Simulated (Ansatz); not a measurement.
# AsH2 (quartet): from Hartree-Fock to the top rungs, cc-pVTZ

Aim: climb from Hartree-Fock through coupled cluster and multireference methods for AsH2 (quartet) at one geometry and basis, and see what each rung misses.

Program: Ansatz 0.2.0, Gaussian basis. Level of theory: cc-pVTZ, core rule «outside noble gas», up to 14 orbitals frozen. These are calculated values, not measurements.

Plan: UHF; CCSD(T) on ROHF; CCSD(T) on UHF; BCCD(T) on ROHF; CISD; CCSDT(Q) on ROHF; CCSDT(Q) on UHF; CASSCF and MRCISD+Q, 7 electrons in 6 orbitals; CASSCF and NEVPT2, 7 electrons in 6 orbitals.

22 further runs of the same task are left out: 7 that didn't finish, 15 set aside as unsound or not needed.

**1. The system**

The geometry is a PBE0/def2-TZVP stationary point (not a proven minimum) of the parent state, kept for this charge and spin. No spin-orbit coupling is included. The filled d shell of As may be among the frozen orbitals whatever the setting's name suggests; the logs give the count.

3 atoms, charge 0, spin multiplicity 4.

Atoms are counted from 1 here; the program's logs count them from 0.

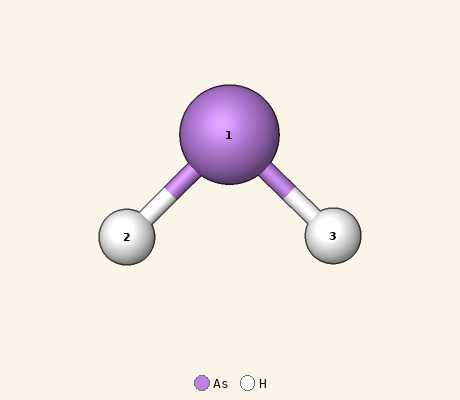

The structure; arsenic purple, hydrogen white; atoms are numbered from 1 in the order of the file.

**2. UHF**

Contents of in.yaml:

```yaml
crystal:
  periodic: [false, false, false]
  atoms:
    - {symbol: As, position_ang: [0.000000, -0.028104, 0.000000]}
    - {symbol: H, position_ang: [0.000000, 1.044500, -1.085896]}
    - {symbol: H, position_ang: [0.000000, 1.044492, 1.085904]}
basis:
  gaussian: {orbitals: cc-pVTZ}
magnetization: {spin_polarized: true, initial_magnetization: 3}
hamiltonian: {xc: hf}
output: {orbitals: {seedname: orbitals}}
```

Command:

```bash
ansatz run in.yaml --threads 1 --pin off --events-out ev --progress --plain --max-ram 2393MiB
```

The runs that follow: CCSD(T) on ROHF; CCSD(T) on UHF; BCCD(T) on ROHF; CISD; CCSDT(Q) on ROHF; CCSDT(Q) on UHF; CASSCF and MRCISD+Q, 7 electrons in 6 orbitals; CASSCF and NEVPT2, 7 electrons in 6 orbitals.

Before running them: what should the planned runs give, taken together? Wanted: UCCSDT(Q) below the RHF energy; RMP2 from UCCSDT(Q); UMP2 from UCCSDT(Q); RCCSD from UCCSDT(Q); RCCSD(T) from UCCSDT(Q); UCCSD(T) from UCCSDT(Q); RCCSDT(Q) from UCCSDT(Q); NEVPT2 valence from UCCSDT(Q); MRCISD+Q valence from UCCSDT(Q).

As calculated:

| quantity | value |
| --- | --- |
| UCCSDT(Q) below the RHF energy | -3.8972 eV |
| RMP2 from UCCSDT(Q) | +843.2 meV |
| UMP2 from UCCSDT(Q) | +853.1 meV |
| RCCSD from UCCSDT(Q) | +184.6 meV |
| RCCSD(T) from UCCSDT(Q) | +55.7 meV |
| UCCSD(T) from UCCSDT(Q) | +44.3 meV |
| RCCSDT(Q) from UCCSDT(Q) | +13.4 meV |
| NEVPT2 valence from UCCSDT(Q) | +771.4 meV |
| MRCISD+Q valence from UCCSDT(Q) | +40.7 meV |
| levels within 1 kcal/mol (43 meV) | RCCSDT, UCCSDT, RCCSDT(Q), MRCISD+Q valence |
| T1 diagnostic | 0.025 |
| effectively unpaired electrons | 3.01 |

What this shows: RCCSD(T) misses by +55.7 meV, 1.4 % of the correlation energy. One determinant dominates. Of the multireference levels listed MRCISD+Q valence comes nearest in total energy (+40.7 meV), which doesn't show that its space is the better one. These misses are within one basis, not against nature; the frozen cores of restricted and unrestricted runs differ, which can shift their rows.
